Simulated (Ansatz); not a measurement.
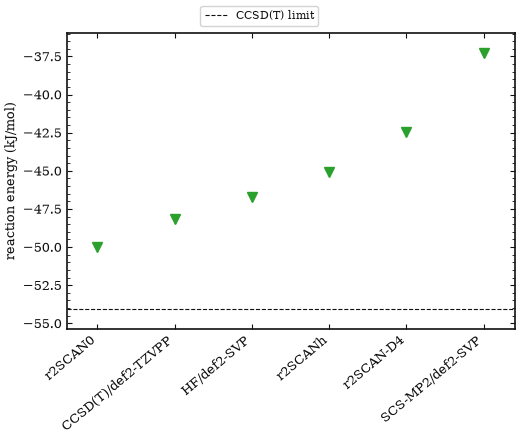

Electronic reaction energy of SnHBr₂F ([F][SnH]([Br])[Br]) + HBr (Br) → SnHBr₃ ([Br][SnH]([Br])[Br]) + HF (F) (SMILES in brackets) at several levels (functionals in def2-TZVPP unless a basis is named), isolated molecules at PBE0-D4 triple-zeta geometries, minima by their frequencies, no zero-point or thermal terms, the Ansatz code. The line is frozen-core CCSD(T) at the basis limit (MP2 extrapolated from triple and quadruple zeta, plus CCSD(T) less MP2 in a smaller set). No dispersion term is added to r2SCAN0 and r2SCANh. The distance of CCSD(T)/def2-TZVPP, HF/def2-SVP and SCS-MP2/def2-SVP to the limit includes basis error. Core potentials past Kr. The limit lies 5.9 kJ/mol from CCSD(T)/def2-TZVPP, so the line itself is uncertain by a part of that.

**Which level comes closest to the line (CCSD(T) limit), and which misses most?**

Closest r2SCAN0 (−50.0 kJ/mol), against −54.1 kJ/mol; farthest SCS-MP2/def2-SVP (−37.3 kJ/mol).

**What range do the values span, the line included?**

From −54.1 kJ/mol (CCSD(T) limit) to −37.3 kJ/mol (SCS-MP2/def2-SVP).

Known limits of this run: no scalar relativity up to krypton; outer-core shells are correlated without core-valence functions, which makes the correlated values less sure; spin-orbit coupling is left out, and with Sn it can shift these values.
